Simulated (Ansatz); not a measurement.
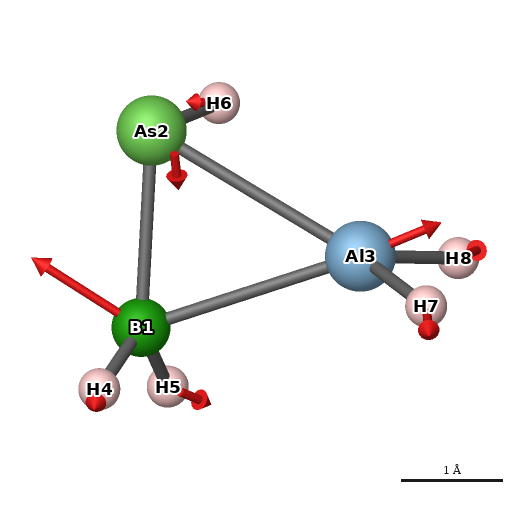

Arrows show the forces on the atoms, 0.7 Å of arrow for 1 eV/Å; forces under a tenth of the largest aren't drawn. Level of theory: ωB97M-V/def2-TZVPP (Ansatz 0.2.0).

On which atom is the force largest, and how large is it?

On B1: 1.49 eV/Å.

Which bond do the forces act along most?

B1–Al3, now 2.353 Å: the forces push its atoms apart, so a first step downhill lengthens it.

List the force components in the frame of the picture (x right, y up, z towards the viewer), in eV/Å.

```tsv
atom	Fx	Fy	Fz
B1	−1.25	0.79	0.16
As2	0.06	−0.52	−0.38
Al3	0.74	0.31	0.01
H4	−0.05	−0.18	0.37
H5	0.45	−0.19	−0.48
H6	−0.25	0.01	0.16
H7	0.04	−0.34	0.91
H8	0.26	0.11	−0.74
```
